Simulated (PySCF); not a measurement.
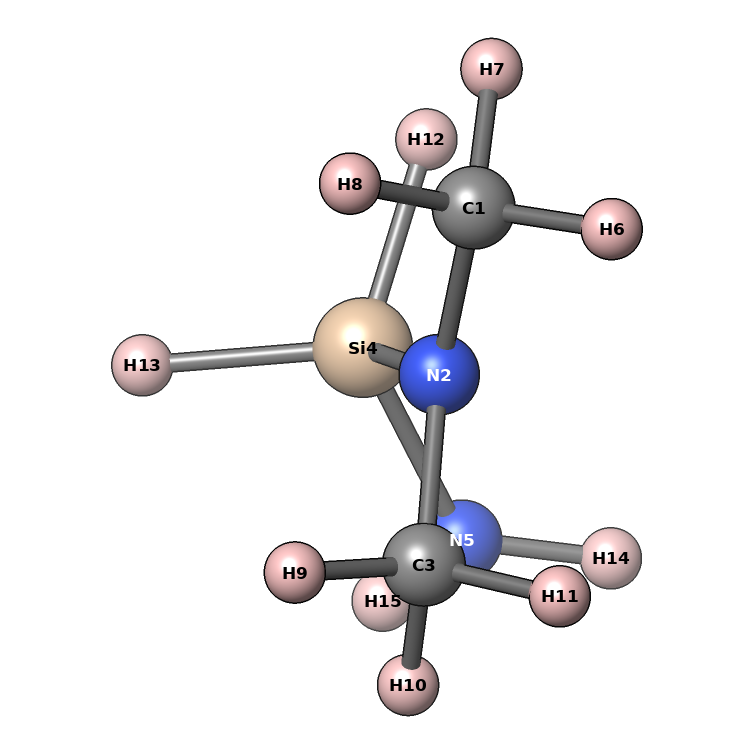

Si4 lies behind N2. The molecule seen a little off the N2–Si4 bond, N2 in front. Distant atoms are faded towards the background colour. The computed structure is the end point of a PBE0-D3(BJ)/def2-SVP optimisation. No frequency run is at hand to confirm it as a minimum.

### What is the torsion angle C1–N2–Si4–N5? The sign is positive where the front bond must turn clockwise to cover the back bond.

148°, anticlinal.
